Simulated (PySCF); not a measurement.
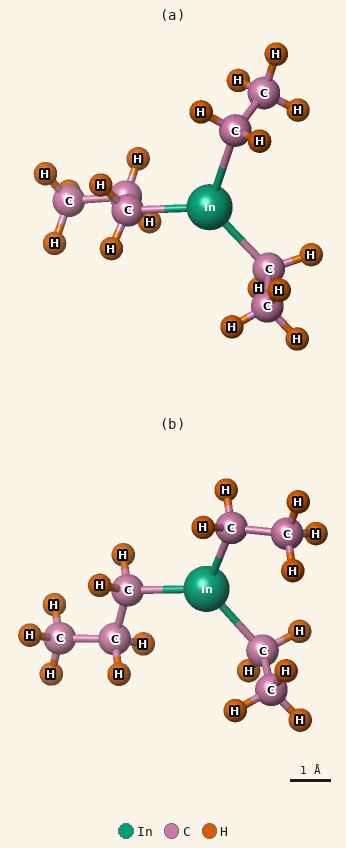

The structure of C7H17In before (top) and after (bottom) a relaxation, at one scale.

Style: ball-and-stick. Shown at a tilt.

The start comes from GFN2-xTB. Its atoms were then displaced at random by about 0.03 Å.

The calculation used PySCF, PBE0-D3(BJ)/def2-SVP geometry optimisation, gas phase. 

> Describe what moved and what it gained.

Over 36 geometry steps the energy falls by 24.7 kcal/mol. An H atom moves most after the best rigid fit: 2.63 Å. By element the largest moves are H 2.63 Å, C 1.61 Å, In 0.80 Å. Some distances before and after: C–In 2.403 → 2.189 Å, C–H 1.020 → 1.102 Å, C–H 1.043 → 1.105 Å, C–H 1.166 → 1.104 Å. Bond angles that change, for instance: In–C–H 115.9° → 107.5°, In–C–H 115.1° → 107.2°, H–C–H 115.0° → 107.2°. Groups turn about C–In by about 85°, C–In by about 80°.
